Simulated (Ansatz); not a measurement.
# r2SCAN/def2-SVP run of CH5AlO2 (SMILES C[Al](O)O)

Aim: the electronic atomisation energy of CH5AlO2 at r2SCAN/def2-SVP, from 5 runs. 

The calculation is run with Ansatz 0.2.0.

65 further runs of the same task are left out: 65 set aside as unsound or not needed.

## (1) The structure to begin with

The species is CH5AlO2 (9 atoms), meant as a singlet with charge 0. As SMILES, `C[Al](O)O`. The coordinates come from a PBE0-D4/def2-TZVP relaxation. This is one conformer, not always the lowest.

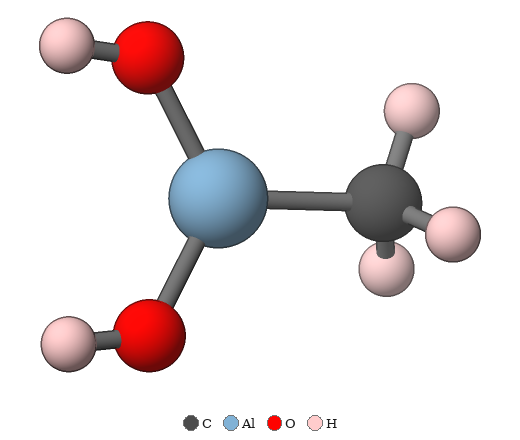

The structure, seen from a chosen angle (carbon dark grey, aluminium light blue, oxygen red, hydrogen pink).

## (2) A single-point energy at r2SCAN/def2-SVP

The input, run.yaml:

```yaml
crystal:
  periodic: [false, false, false]
  atoms:
    - {symbol: C, position_ang: [-0.025110, 1.109820, -1.034090]}
    - {symbol: Al, position_ang: [-0.001290, -0.302910, 0.285630]}
    - {symbol: O, position_ang: [0.957740, -1.672870, -0.006720]}
    - {symbol: O, position_ang: [-0.933740, -0.131550, 1.694140]}
    - {symbol: H, position_ang: [-0.226970, 0.712350, -2.032300]}
    - {symbol: H, position_ang: [-0.780650, 1.863510, -0.803740]}
    - {symbol: H, position_ang: [0.945840, 1.611200, -1.084700]}
    - {symbol: H, position_ang: [1.048330, -2.422320, 0.577320]}
    - {symbol: H, position_ang: [-0.984140, -0.767250, 2.404460]}
basis:
  gaussian: {orbitals: def2-SVP}
output: {orbitals: {seedname: orbitals}}
hamiltonian: {xc: {name: r2SCAN}}
accuracy: high
```

Run with:

```console
$ ansatz run run.yaml --threads 1 --pin off --max-ram 3480MiB --events-out events.jsonl --progress --plain --runs-dir runs
```

What it wrote:

```text
Warning: RAYON_NUM_THREADS=1 ignored (pool sized by the plan → 1); use --threads N
Functional definition: r2SCAN
  name "r2SCAN"
  parameter k0 = 0.174
  parameter k1 = 0.065
  parameter a1 = 4.9479
  exchange = r2scan_x(k0 = k0, k1 = k1, a1 = a1)
  correlation = r2scan_c
1886 factors; integrals over basis functions are off by at most 1.0e-8 eV
mean field evaluation 1: about -11787.5830 eV, gradient 8.9e1 eV
mean field evaluation 2: about -11759.7794 eV, gradient 1.4e2 eV
mean field evaluation 4: about -11803.0390 eV, gradient 7.5e0 eV
mean field evaluation 8: about -11803.1776 eV, gradient 1.9e-1 eV
mean field evaluation 16: about -11803.1777 eV, gradient 1.1e-5 eV
mean field -11803.17769376 eV, -433.7587797646 hartree, gradient 3.0e-8 eV, S^2 0.000000; 0 other end points of the search recorded, 0 dependent functions left out
reference -11803.17769464 eV, -433.7587797968 hartree; 20, 20 occupied and 65, 65 virtual orbitals, 1886 factors
Total energy: -11803.17769464 eV, -433.7587797968 hartree
```

Run time: 6.3 s. Hardware: 1 thread of AMD EPYC 9R14 (Zen 4), shared host; peak memory 0.28 GiB.

## (3) The Al atom

The input, input.yaml:

```yaml
crystal:
  periodic: [false, false, false]
  atoms:
    - {symbol: Al, position_ang: [0.000000, 0.000000, 0.000000]}
basis:
  gaussian:
    orbitals: def2-SVP
magnetization:
  spin_polarized: true
  initial_magnetization: 1
accuracy: high
hamiltonian:
  xc: r2scan
```

Run the same way, it converges to -242.24660 Eh (log not shown).

## (4) The C atom, same level

The input, job.yaml:

```yaml
crystal:
  periodic: [false, false, false]
  atoms:
    - {symbol: C, position_ang: [0.000000, 0.000000, 0.000000]}
basis:
  gaussian:
    orbitals: def2-SVP
accuracy: high
hamiltonian:
  xc: r2scan
magnetization:
  spin_polarized: true
  initial_magnetization: 2
```

Run the same way, it converges to -37.78739 Eh (log not shown).

## (5) The H atom

The input, molecule.yaml:

```yaml
crystal:
  periodic: [false, false, false]
  atoms:
    - {symbol: H, position_ang: [0.000000, 0.000000, 0.000000]}
basis:
  gaussian:
    orbitals: def2-SVP
accuracy: high
magnetization:
  spin_polarized: true
  initial_magnetization: 1
hamiltonian:
  xc: {name: r2SCAN}
total_charge: 0
```

Run the same way, it converges to -0.49921 Eh (log not shown).

## (6) The O atom, same level

The input, job.yaml:

```yaml
crystal:
  periodic: [false, false, false]
  atoms:
    - {symbol: O, position_ang: [0.000000, 0.000000, 0.000000]}
basis:
  gaussian:
    orbitals: def2-SVP
magnetization:
  spin_polarized: true
  initial_magnetization: 2
accuracy: high
hamiltonian:
  xc: {name: r2SCAN}
```

Run the same way, it converges to -74.96359 Eh (log not shown).

## (7) What came out

Level: r2SCAN/def2-SVP.

| quantity | value |
| --- | --- |
| molecule: total energy | -433.75878 Eh |
| molecule: HOMO energy | -7.23 eV |
| molecule: LUMO energy | -0.06 eV |
| molecule: HOMO–LUMO gap | 7.17 eV |
| Al atom: total energy | -242.24660 Eh |
| Al atom: ⟨S²⟩ | 0.756 |
| C atom: total energy | -37.78739 Eh |
| C atom: ⟨S²⟩ | 2.005 |
| H atom: total energy | -0.49921 Eh |
| H atom: ⟨S²⟩ | 0.750 |
| O atom: total energy | -74.96359 Eh |
| O atom: ⟨S²⟩ | 2.003 |
| electronic atomisation energy | 35.417 eV |

What this shows: Taking the molecule apart into free atoms costs 35.42 eV (3417 kJ/mol), before zero-point energy and without spin-orbit coupling.
